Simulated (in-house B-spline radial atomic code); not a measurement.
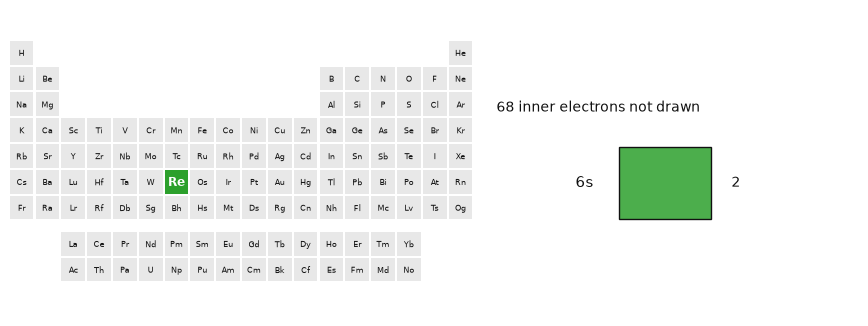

Left, the place of rhenium in the periodic table; right, the outer shells of the closed core: a box for each of the 2l + 1 orbitals, shaded by the share of the shell that is filled, with the electron count at the right.

# Many-body perturbation calculation for Re⁴⁺

- system: Re⁴⁺, core [Xe] 4f14 6s2.
- method: one electron outside a closed core: parity- and time-reversal-violating and field-shift constants by sums over states, Dirac-Hartree-Fock, RPA and Brueckner orbitals (in-house B-spline radial atomic code)

Input file:
```
basis_form = 2
Z = 75
core_configuration = [Xe] 4f14 6s2
rms_radius = 5.3698
mass_number = 187
speed_of_light = 137.035999084
```

Hardware: 1 thread of Arm Neoverse N1, 98 GiB of memory available, shared host.

Launched within a batch (the task file carries these settings):
```bash
python <driver script> task.json out
```

The program writes its results to a structured record and prints no log; tables and figures of this report are taken from that record.

Outcome:

- outcome: not converged
- wall time: 10 s

Diagnosis:

The run did not meet its convergence test, so its last values are not results. Caveats: the closed core is unstable against excitations.
